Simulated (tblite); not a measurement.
# Relaxed scan of B$_{6}$SiH$_{12}$

B$_{6}$SiH$_{12}$ (nido-B6H10 (SiH3 for H, site a on B)), computed with GFN2-xTB relaxed scan under a harmonic restraint, gas phase (tblite 0.8.0).

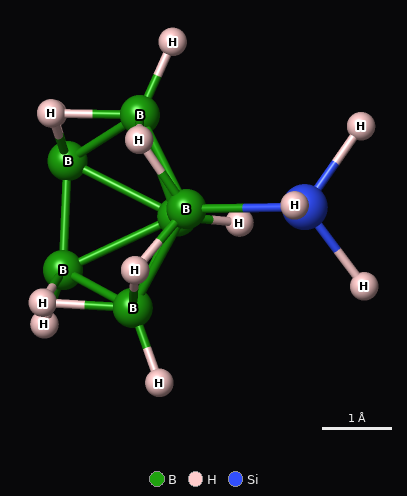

The input geometry (ball-and-stick view, seen at a tilt). Bond lengths as drawn: B–B 1.60 to 1.89 Å, B–H 1.18 to 1.44 Å, B–Si 1.96 Å and H–Si 1.47 to 1.49 Å.

Input
```
{"job": {"xc": "GFN2-xTB", "basis": "xTB", "coordinate": [["d", [18, 2], 1], ["d", [18, 4], -1]], "kind": "drive"}, "charge": 0, "multiplicity": 1}
B     -0.473155    -1.180430    -0.779663
B     -0.742968     0.275538     0.337589
B      1.730249     0.397133    -1.253506
B      0.790977     1.249586    -0.038401
B      0.841482    -0.483666     0.139438
B      1.010627    -0.972329    -1.679476
H     -1.059190    -2.190286    -0.645614
Si    -1.692762     0.281012     2.054140
H     -3.032439     0.915651     1.950149
H     -1.023749     1.046663     3.121290
H     -1.976883    -1.043166     2.633330
H      2.866313     0.698083    -1.326256
H      1.186453     2.097706     0.673218
H      1.423669    -1.051163     0.989832
H      1.479505    -1.947476    -2.144484
H     -1.483040    -0.173106    -0.588628
H     -0.610836     1.464592    -0.099480
H      0.988315     1.513150    -1.302832
H     -0.257599    -0.863851    -2.048503
```

The first line tells a small driver script what to run in tblite; the rest is the geometry in Å.

Machine: 1 CPU thread, shared host.

Launched with:
```bash
OMP_NUM_THREADS=1 python <driver script> task.json out
```

Log
```
point  coordinate     E/eV
  0      0.137     -412.40150
  1      0.262     -412.34372
  2      0.404     -412.28831
  3      0.555     -412.20792
  4      0.696     -412.13809
  5      0.835     -412.05637
  6      0.976     -411.96311
  7      1.127     -411.90381
```

Results in brief

- outcome: converged
- wall time: 2.8 s
- peak memory: 0.18 GiB
